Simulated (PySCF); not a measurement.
Ga(H)(Me)(Et), SMILES [GaH]([CH3])[CH2]C at its PBE0/def2-SVP optimised geometry (Å):

```
13

Ga     0.3286    -0.5726     0.0000
H     -0.4316    -1.9616    -0.0028
C      2.3015    -0.5726     0.0000
H      2.7349     0.4382     0.0137
H      2.6785    -1.1012    -0.8913
H      2.6802    -1.1269     0.8747
C     -0.7095     1.1140     0.0000
C     -2.2287     0.9814     0.0061
H     -0.3685     1.6959    -0.8768
H     -0.3618     1.7026     0.8695
H     -2.5882     0.4414     0.8966
H     -2.5941     0.4205    -0.8691
H     -2.7349     1.9616    -0.0037
```

Computed with PySCF with PBE0/def2-TZVP.

Map of the electrostatic potential (hartree/e), clipped to [-0.08, 0.12] on the plane z = 1.5 Å:

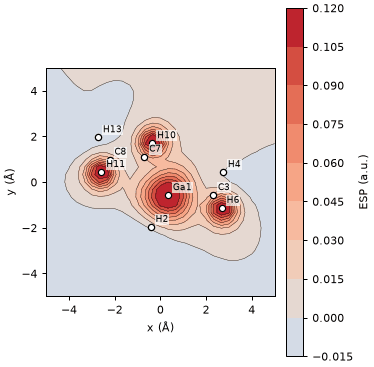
Fig. 1. Electrostatic potential (hartree/e), clipped to [-0.08, 0.12] on the plane z = 1.5 Å.
